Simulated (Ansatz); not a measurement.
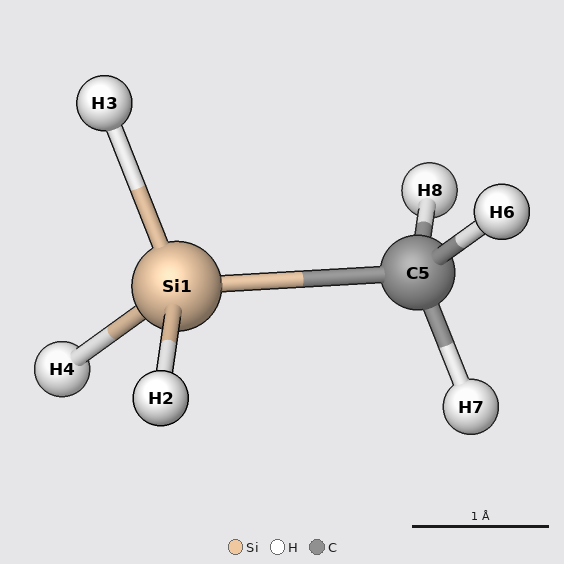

The view is orthographic, and the bar gives the scale. Computed geometry: PBE0-D4/def2-TZVP optimisation. No frequency run is at hand to confirm it as a minimum.

Reconstruct the coordinates (Å) as seen: x to the right, y up, z towards the viewer, origin at the mean of the atomic positions.

```xyz
8
CH6Si
Si  -0.84  -0.05   0.26
H   -0.96  -0.88   1.49
H   -1.38   1.31   0.56
H   -1.69  -0.66  -0.79
C    0.94   0.05  -0.30
H    1.57   0.50   0.48
H    1.34  -0.94  -0.51
H    1.03   0.66  -1.20
```
